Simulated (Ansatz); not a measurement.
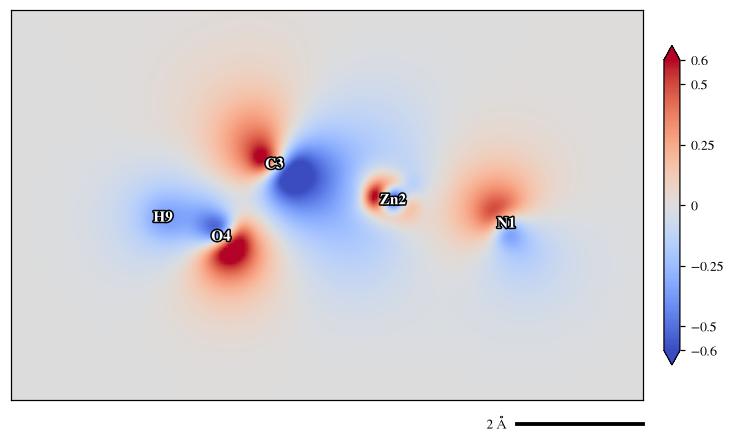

*CH5NOZn (SMILES [NH2][Zn][CH2]O). The HOMO−1 on the plane of atoms N1, Zn2 and C3 (values in Å⁻³ᐟ²; the overall sign is arbitrary).*

Theory: Ansatz 0.2.0, RKS B3LYP/def2-SVP.

```tsv
atom	x (Å)	y (Å)	z (Å)
N	-0.7471	2.3829	0.3252
Zn	-0.1525	0.6541	0.1705
C	0.5690	-1.1749	0.1577
O	0.1051	-1.8624	-0.9997
H	-1.7530	2.5196	0.4287
H	-0.4328	3.0465	-0.3833
H	1.6784	-1.1217	0.1917
H	0.2623	-1.6869	1.0951
H	0.4706	-2.7574	-0.9859
```

What is the character of this orbital?

By Hirshfeld shares it lies mainly on C3 (about 35 %), Zn2 (about 25 %), O4 (about 20 %) and N1 (about 10 %). Its energy is −7.01 eV.
